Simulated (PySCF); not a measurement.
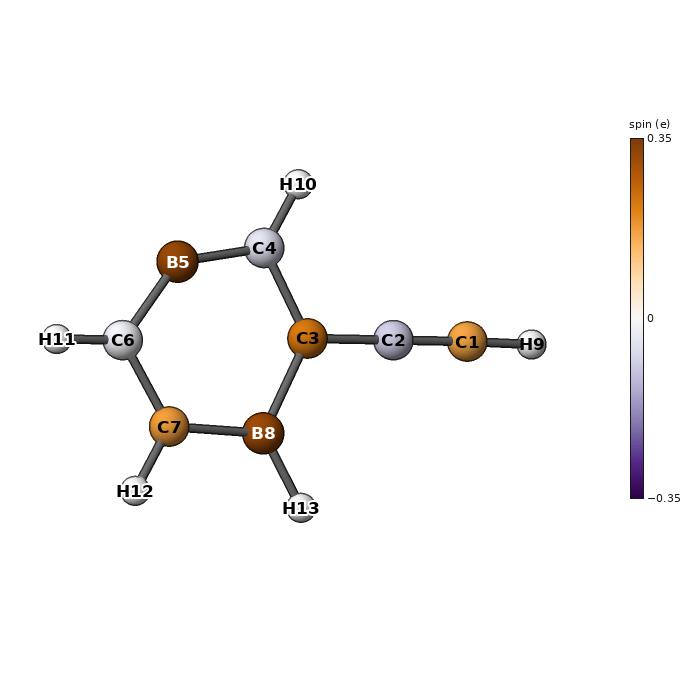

Atoms are coloured by their Mulliken spin populations. The species is neutral and a spin doublet. The geometry was computed by an optimisation with GFN2-xTB. No frequency run is at hand to confirm it as a minimum. Level of theory: UKS B3LYP, pcH-1 on B C H, non-relativistic (PySCF 2.14.0).

List the Mulliken spin populations.

| atom | value (e) |
| --- | --- |
| C1 | 0.17 |
| C2 | −0.09 |
| C3 | 0.22 |
| C4 | −0.06 |
| B5 | 0.32 |
| C6 | −0.02 |
| C7 | 0.18 |
| B8 | 0.31 |
| H9 | −0.01 |
| H10 | 0.00 |
| H11 | 0.00 |
| H12 | −0.01 |
| H13 | −0.02 |

Mulliken values depend strongly on the basis set. The geometry is semi-empirical. Around B such bond lengths and angles can be off by a tenth of an ångström or more and by several degrees, and values that hang on the shape move with them.
